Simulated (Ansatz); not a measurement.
# Work function of Li(110): what the settings cost and change, part 2 of 2

Aim: the work function of Li(110) against thickness and vacuum, with the cost.

Ansatz 0.2.0; plane-wave DFT, PBE, Ansatz PAW.

So far, work function, upper face (eV): step 2 (slab, setting 1 layer) 3.32; step 5 (run, 4 atoms) 3.30; step 6 (slab, 5 atoms) 3.27; step 7 (run, 6 atoms) 3.25; step 8 (run, 8 atoms) 3.26.

## Step 9: Slab, 10 atoms

System of this step: Li(110). The cell holds 10 atoms: 10 Li. Cell: a = 3.022 Å, b = 3.022 Å, c = 40.210 Å, α = 90.0°, β = 90.0°, γ = 70.5°. Vacuum lies along c.

input.yaml reads:

```yaml
crystal:
  lattice:
    - [2.4678026663, -1.745, 0.0]
    - [2.4678026663, 1.745, 0.0]
    - [0.0, 0.0, 40.2102239971]
  atoms:
    - { symbol: Li, position: [0.0, 0.0, 0.2238236723] }
    - { symbol: Li, position: [0.5, 0.5, 0.2851961896] }
    - { symbol: Li, position: [0.0, 0.0, 0.3465687068] }
    - { symbol: Li, position: [0.5, 0.5, 0.4079412241] }
    - { symbol: Li, position: [0.0, 0.0, 0.4693137414] }
    - { symbol: Li, position: [0.5, 0.5, 0.5306862586] }
    - { symbol: Li, position: [0.0, 0.0, 0.5920587759] }
    - { symbol: Li, position: [0.5, 0.5, 0.6534312932] }
    - { symbol: Li, position: [0.0, 0.0, 0.7148038104] }
    - { symbol: Li, position: [0.5, 0.5, 0.7761763277] }
kpoints:
  mp_grid: { grid: [14, 14, 1] }
hamiltonian:
  xc: pbe
scf:
  occupations: { method: fermi_dirac, width: 0.1 }
  convergence: { dr2_threshold: 1.0e-09 }
efield:
  axis: 3
  dipole_correction: true
  ramp_position: 0.97
  ramp_width: 0.06
output:
  write_potential: true
  write_density: true
  volumetric_format: npy
```

Run with:

```sh
$ ansatz run input.yaml --threads 2 --pin off --max-ram 3072MiB --backend cpu --events-out ev --progress --plain --runs-dir out
```

Numbers of over 12 decimals in the logs are rounded to 6 here.

What it wrote:

```text
[...]
Crystal: 10 atoms, lattice volume = 346.316 Å³
Basis set: ecut = 420 eV, 6683 PW (Γ)
Bands: 25, of which v1, the nominal top of the filled ones, is band 15 counted from 1 (14 counted from 0)
Symmetry: 4 space group operations
k-points: 57 of 196
[...]
k-point 1: bands = [... 11 lower, -3.9380, -3.7496, -3.4738, -3.1072, -2.6623, -2.1417, -1.5673, -0.9825, ... 6 higher]
  k-point 2: bands = [... 11 lower, -3.7238, -3.5353, -3.2591, -2.8918, -2.4454, -1.9217, -1.3406, -0.7425, ... 6 higher]
  k-point 56: bands = [... 11 lower, -0.2087, 0.0232, 0.3628, 0.8132, 1.3624, 2.0081, 2.4635, 2.5200, ... 6 higher]
[key lines of the parts left out:]
SCF converged after 7 iterations
Free energy (F): -2046.405205 eV
Fermi energy:    -0.649754 eV
Dipole field:    D = -0.000001 V/Å  (p = -0.000002 e·Å, saw-weighted, corrected)
Work function:   Φ+ = 3.2581 eV   Φ− = 3.2581 eV
```

Elapsed: 60 s, on 2 threads of Arm Neoverse N1, shared host; peak memory 0.82 GiB; 1.7 min of CPU time.

The work function is 3.258 eV, +0.003 eV from the run “8 layers”, at 1.4 times its CPU time.

## Step 10: Run, 13 atoms

System of this step: Li(110). The cell holds 13 atoms: 13 Li. Its edges and angles: a = 3.022 Å, b = 3.022 Å, c = 47.614 Å, α = 90.0°, β = 90.0°, γ = 70.5°. Vacuum lies along c.

input.yaml, the sections that differ from step 9:

```yaml
crystal:
  lattice:
    - [2.4678026663, -1.745, 0.0]
    - [2.4678026663, 1.745, 0.0]
    - [0.0, 0.0, 47.6136319961]
  atoms:
    - { symbol: Li, position: [0.0, 0.0, 0.1890214971] }
    - { symbol: Li, position: [0.5, 0.5, 0.2408512475] }
    - { symbol: Li, position: [0.0, 0.0, 0.292680998] }
    - { symbol: Li, position: [0.5, 0.5, 0.3445107485] }
    - { symbol: Li, position: [0.0, 0.0, 0.396340499] }
    - { symbol: Li, position: [0.5, 0.5, 0.4481702495] }
    - { symbol: Li, position: [0.0, 0.0, 0.5] }
    - { symbol: Li, position: [0.5, 0.5, 0.5518297505] }
    - { symbol: Li, position: [0.0, 0.0, 0.603659501] }
    - { symbol: Li, position: [0.5, 0.5, 0.6554892515] }
    - { symbol: Li, position: [0.0, 0.0, 0.707319002] }
    - { symbol: Li, position: [0.5, 0.5, 0.7591487525] }
    - { symbol: Li, position: [0.0, 0.0, 0.8109785029] }
# kpoints, hamiltonian, scf, efield, output: as in step 9
```

What it wrote:

```text
[...]
Crystal: 13 atoms, lattice volume = 410.079 Å³
Basis set: ecut = 420 eV, 7891 PW (Γ)
Bands: 33, of which v1, the nominal top of the filled ones, is band 20 counted from 1 (19 counted from 0)
Symmetry: 4 space group operations
k-points: 57 of 196
[...]
k-point 1: bands = [... 16 lower, -3.4771, -3.2588, -2.9859, -2.6639, -2.2940, -1.8806, -1.4334, -0.9710, ... 9 higher]
  k-point 2: bands = [... 16 lower, -3.2627, -3.0442, -2.7708, -2.4479, -2.0764, -1.6603, -1.2081, -0.7371, ... 9 higher]
  k-point 56: bands = [... 16 lower, 0.3092, 0.5806, 0.9194, 1.3195, 1.7804, 2.2982, 2.6917, 2.7270, ... 9 higher]
[key lines of the parts left out:]
SCF converged after 7 iterations
Free energy (F): -2660.482378 eV
Fermi energy:    -0.414191 eV
Dipole field:    D = 0.000000 V/Å  (p = 0.000001 e·Å, saw-weighted, corrected)
Work function:   Φ+ = 3.2592 eV   Φ− = 3.2592 eV
```

Elapsed: 95 s, on 2 threads; peak memory 1.1 GiB.

The work function is 3.259 eV, +0.001 eV from the run “10 layers”, at 1.6 times its CPU time.

## Step 11: Slab, 7 atoms

System of this step: Li(110). The cell holds 7 atoms: 7 Li. Its edges and angles: a = 3.022 Å, b = 3.022 Å, c = 24.807 Å, α = 90.0°, β = 90.0°, γ = 70.5°. Vacuum lies along c.

input.yaml, the sections that differ from step 10:

```yaml
crystal:
  lattice:
    - [2.4678026663, -1.745, 0.0]
    - [2.4678026663, 1.745, 0.0]
    - [0.0, 0.0, 24.806815998]
  atoms:
    - { symbol: Li, position: [0.0, 0.0, 0.2015575074] }
    - { symbol: Li, position: [0.5, 0.5, 0.3010383383] }
    - { symbol: Li, position: [0.0, 0.0, 0.4005191691] }
    - { symbol: Li, position: [0.5, 0.5, 0.5] }
    - { symbol: Li, position: [0.0, 0.0, 0.5994808309] }
    - { symbol: Li, position: [0.5, 0.5, 0.6989616617] }
    - { symbol: Li, position: [0.0, 0.0, 0.7984424926] }
# kpoints, hamiltonian, scf, efield, output: as in step 10
```

What it wrote:

```text
[...]
Crystal: 7 atoms, lattice volume = 213.652 Å³
Basis set: ecut = 420 eV, 4127 PW (Γ)
Bands: 18, of which v1, the nominal top of the filled ones, is band 11 counted from 1 (10 counted from 0)
Symmetry: 4 space group operations
k-points: 57 of 196
[...]
k-point 1: bands = [... 7 lower, -3.6280, -3.4216, -3.0472, -2.4970, -1.7995, -0.9943, -0.2553, 0.1171, ... 3 higher]
  k-point 2: bands = [... 7 lower, -3.4138, -3.2073, -2.8325, -2.2811, -1.5800, -0.7651, -0.0003, 0.3961, ... 3 higher]
  k-point 56: bands = [... 7 lower, 0.0819, 0.3311, 0.7835, 1.4484, 2.3012, 2.8687, 2.9808, 3.2022, ... 3 higher]
[key lines of the parts left out:]
SCF converged after 7 iterations
Free energy (F): -1432.326315 eV
Fermi energy:    -0.261647 eV
Dipole field:    D = -0.000000 V/Å  (p = -0.000000 e·Å, saw-weighted, corrected)
Work function:   Φ+ = 3.2357 eV (in doubt: plateau slope 9.3e-2 eV/Å)   Φ− = 3.2409 eV (in doubt: plateau slope 7.1e-2 eV/Å)
```

The job ended after 27 s (2 threads; peak memory 0.52 GiB; 42 s of CPU time).

The work function is 3.236 eV. The program marks this work function as in doubt.

## Step 12: Run, 7 atoms

The cell differs from the one that the last finished run ended in (c 24.807 → 28.807 Å).

input.yaml, the sections that differ from step 11:

```yaml
crystal:
  lattice:
    - [2.4678026663, -1.745, 0.0]
    - [2.4678026663, 1.745, 0.0]
    - [0.0, 0.0, 28.806815998]
  atoms:
    - { symbol: Li, position: [0.0, 0.0, 0.242998046] }
    - { symbol: Li, position: [0.5, 0.5, 0.328665364] }
    - { symbol: Li, position: [0.0, 0.0, 0.414332682] }
    - { symbol: Li, position: [0.5, 0.5, 0.5] }
    - { symbol: Li, position: [0.0, 0.0, 0.585667318] }
    - { symbol: Li, position: [0.5, 0.5, 0.671334636] }
    - { symbol: Li, position: [0.0, 0.0, 0.757001954] }
# kpoints, hamiltonian, scf, efield, output: as in step 11
```

What it wrote:

```text
[...]
Crystal: 7 atoms, lattice volume = 248.102 Å³
Basis set: ecut = 420 eV, 4797 PW (Γ)
Bands: 18, of which v1, the nominal top of the filled ones, is band 11 counted from 1 (10 counted from 0)
Symmetry: 4 space group operations
k-points: 57 of 196
[...]
k-point 1: bands = [... 7 lower, -4.0427, -3.8364, -3.4618, -2.9122, -2.2133, -1.4129, -0.6571, -0.3102, ... 3 higher]
  k-point 2: bands = [... 7 lower, -3.8285, -3.6221, -3.2471, -2.6963, -1.9939, -1.1834, -0.4027, -0.0310, ... 3 higher]
  k-point 56: bands = [... 7 lower, -0.3329, -0.0837, 0.3686, 1.0335, 1.8864, 2.4540, 2.5661, 2.7876, ... 3 higher]
[key lines of the parts left out:]
SCF converged after 7 iterations
Free energy (F): -1432.326448 eV
Fermi energy:    -0.675903 eV
Dipole field:    D = -0.000000 V/Å  (p = -0.000000 e·Å, saw-weighted, corrected)
Work function:   Φ+ = 3.2534 eV   Φ− = 3.2534 eV
```

Elapsed: 31 s, on 2 threads; peak memory 0.57 GiB.

The work function is 3.253 eV, +0.018 eV from the run “7 layers, 10 Å of vacuum”, at 1.2 times its CPU time.

## Step 13: Slab, 7 atoms (run 2)

The cell differs from the one that the last finished run ended in (c 28.807 → 40.807 Å).

input.yaml, the sections that differ from step 12:

```yaml
crystal:
  lattice:
    - [2.4678026663, -1.745, 0.0]
    - [2.4678026663, 1.745, 0.0]
    - [0.0, 0.0, 40.806815998]
  atoms:
    - { symbol: Li, position: [0.0, 0.0, 0.3185742304] }
    - { symbol: Li, position: [0.5, 0.5, 0.3790494869] }
    - { symbol: Li, position: [0.0, 0.0, 0.4395247435] }
    - { symbol: Li, position: [0.5, 0.5, 0.5] }
    - { symbol: Li, position: [0.0, 0.0, 0.5604752565] }
    - { symbol: Li, position: [0.5, 0.5, 0.6209505131] }
    - { symbol: Li, position: [0.0, 0.0, 0.6814257696] }
# kpoints, hamiltonian, scf, efield, output: as in step 12
```

What it wrote:

```text
[...]
Crystal: 7 atoms, lattice volume = 351.454 Å³
Basis set: ecut = 420 eV, 6757 PW (Γ)
Bands: 18, of which v1, the nominal top of the filled ones, is band 11 counted from 1 (10 counted from 0)
Symmetry: 4 space group operations
k-points: 57 of 196
[...]
k-point 1: bands = [... 7 lower, -4.8007, -4.5943, -4.2198, -3.6702, -2.9713, -2.1709, -1.4147, -1.0686, ... 3 higher]
  k-point 2: bands = [... 7 lower, -4.5865, -4.3800, -4.0051, -3.4543, -2.7519, -1.9415, -1.1603, -0.7895, ... 3 higher]
  k-point 56: bands = [... 7 lower, -1.0908, -0.8417, -0.3893, 0.2755, 1.1285, 1.6960, 1.8081, 2.0296, ... 3 higher]
[key lines of the parts left out:]
SCF converged after 7 iterations
Free energy (F): -1432.326448 eV
Fermi energy:    -1.433859 eV
Dipole field:    D = 0.000000 V/Å  (p = 0.000000 e·Å, saw-weighted, corrected)
Work function:   Φ+ = 3.2536 eV   Φ− = 3.2536 eV
```

Elapsed: 45 s, on 2 threads; peak memory 0.72 GiB.

The work function is 3.254 eV, +0.000 eV from the run “7 layers, 14 Å of vacuum”, at 1.5 times its CPU time.

## Step 14: Comparing the runs

Times are for 2 threads of Arm Neoverse N1, shared host. The series side by side:

| no. | setting | work function, upper face (eV) | time | memory (GiB) |
| --- | --- | --- | --- | --- |
| 1 | 1 layer | 3.318 | 9 s | 0.41 |
| 2 | 2 layers | 3.383 | 12 s | 0.45 |
| 3 | 3 layers | 3.340 | 15 s | 0.43 |
| 4 | 4 layers | 3.301 | 17 s | 0.46 |
| 5 | 5 layers | 3.273 | 24 s | 0.5 |
| 6 | 6 layers | 3.255 | 29 s | 0.56 |
| 7 | 8 layers | 3.255 | 42 s | 0.68 |
| 8 | 10 layers | 3.258 | 60 s | 0.82 |
| 9 | 13 layers | 3.259 | 95 s | 1.1 |
| 10 | 7 layers, 10 Å of vacuum | 3.236 | 27 s | 0.52 |
| 11 | 7 layers, 14 Å of vacuum | 3.253 | 31 s | 0.57 |
| 12 | 7 layers, 26 Å of vacuum | 3.254 | 45 s | 0.72 |

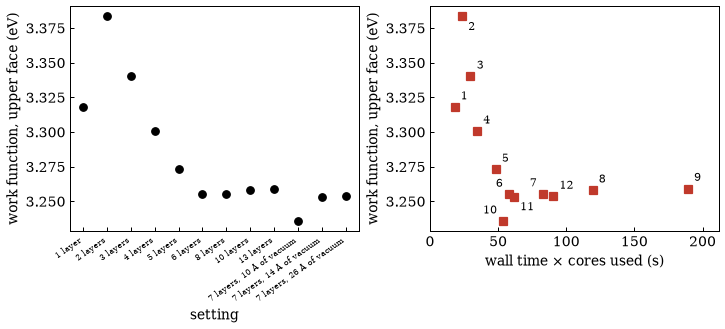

The series as plots; the last panel sets the first result against cost, with the runs numbered as in the table.

## Step 15: Varying the input

System of this step: Li(110) monolayer. The cell holds 1 atom: 1 Li. Cell: a = 3.022 Å, b = 3.022 Å, c = 18.000 Å, α = 90.0°, β = 90.0°, γ = 70.5°. Vacuum lies along c.

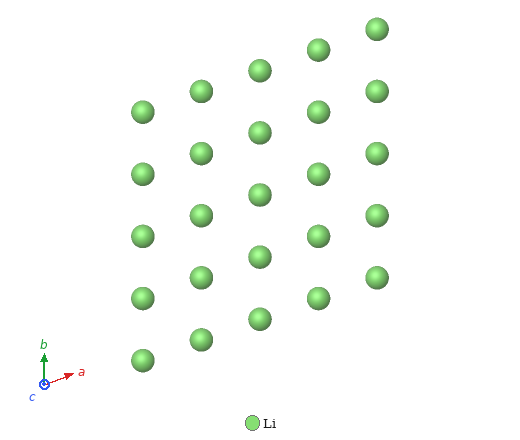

The cell of this step (lithium green). 4×4×1 cells are drawn. Some periodic images of atoms are drawn too.

An input spoilt on purpose, to show how the run answers: it repeats the earlier run “1 layer” with efield.amplitude to 1.5, and scf.max_iter set to 75; its output block differs too.

input.yaml, the sections that differ from step 13:

```yaml
crystal:
  lattice:
    - [2.4678026663, -1.745, 0.0]
    - [2.4678026663, 1.745, 0.0]
    - [0.0, 0.0, 18.0]
  atoms:
    - { symbol: Li, position: [0.0, 0.0, 0.5] }
scf:
  occupations: { method: fermi_dirac, width: 0.1 }
  convergence: { dr2_threshold: 1.0e-09 }
  max_iter: 75
efield:
  axis: 3
  dipole_correction: true
  ramp_position: 0.97
  ramp_width: 0.06
  amplitude: 1.5
# kpoints, hamiltonian, output: as in step 13
```

What it wrote:

```text
[...]
Crystal: 1 atoms, lattice volume = 155.027 Å³
Basis set: ecut = 420 eV, 2997 PW (Γ)
Bands: 6, of which v1, the nominal top of the filled ones, is band 2 counted from 1 (1 counted from 0)
Symmetry: 4 space group operations
k-points: 57 of 196
[...]
SCF iter   1: F=—  HF=-204.462410 eV  |F-HF|=—  |Δ(HF+E_count)|=         —  Δρ=4.45e-3  dr2=2.19e-1  ethr=3.10e-3  p=0.333 e·Å  D=3.88e-1 V/Å  ΔV_dip=-6.99 eV  dr2_dipole=4.22e-3  V_vac-E_F(+/−)=14.27/2.44 eV  ⟨swp⟩=6.9  Hψ=3783  notcnv=0
[...]
SCF iter   8: F=-204.382419 eV  HF=-204.382419 eV  |F-HF|=3.96e-11  |Δ(HF+E_count)|=   2.30e-8  Δρ=1.46e-7  dr2=1.96e-10  ethr=3.33e-11  p=0.289 e·Å  D=3.37e-1 V/Å  ΔV_dip=-6.06 eV  dr2_dipole=4.12e-11  V_vac-E_F(+/−)=12.59/0.25 eV  ⟨swp⟩=5.0  Hψ=1803  notcnv=0
[...]
SCF 1 converged in 8 iterations: F = -204.382419 eV  dr2 = 1.96e-10
[...]
SCF converged after 8 iterations
Free energy (F): -204.382419 eV
[...]
Internal energy: -204.363701 eV  (E = F + TS)
E sigma→0 (E₀):  -204.373060 eV
Entropy (-TS):   -0.018718 eV (-18.718 meV/atom)
Fermi energy:    -3.013668 eV
Dipole field:    D = 0.336846 V/Å  (p = 0.288588 e·Å, saw-weighted, corrected)
Work function:   not extracted (applied field tilts the vacuum); planar V_es + V_field profile in the machine report
[...]
--- Band table (eV; the first three rows and the last of 57) ---
[...]
```

Run time: 9.9 s. Hardware: 2 threads; peak memory 0.39 GiB.

In so strong a field the program warns of density in the ramp of the sawtooth; these numbers are not the system's.

## Step 16: Summary of results

```yaml
work_function_2_layers: 3.383 eV
work_function_6_layers: 3.255 eV
work_function_13_layers: 3.259 eV
work_function_7_layers_10_a_of_vacuum: 3.236 eV
```

In words: The thickest slab gives 3.26 eV, and the settings tried spread the value from 3.24 to 3.38 eV. At 18 Å of vacuum, the slabs from 4 layers on stay within 0.05 eV of the thickest. Going from 10 to 26 Å of vacuum moves it by 0.018 eV. The program marks the value as in doubt in “7 layers, 10 Å of vacuum”. The ladder's slabs use the tabulated experimental lattice constant (two decimals; a low-temperature value for the alkali metals). In 2 runs of the series (7 layers, 10 Å of vacuum and 7 layers, 14 Å of vacuum) the program warns that electrons reach the sawtooth's ramp, which makes dipole and work function less sure.

[Logs are printed without paths, hosts, clocks, repeated set-up lines and the standing remarks that a program may print on its own settings, such as how far it seeks lower states.]

[Hosts, paths, dates, database ids (printed as entryN), source tags and the programs' standing remarks are cut or masked in the printed files.]

[Maps of the electrostatic potential energy from Ansatz leave out the sawtooth potential of an applied field or a dipole correction, so their vacuum need not be flat; planar profiles and work functions include it.]
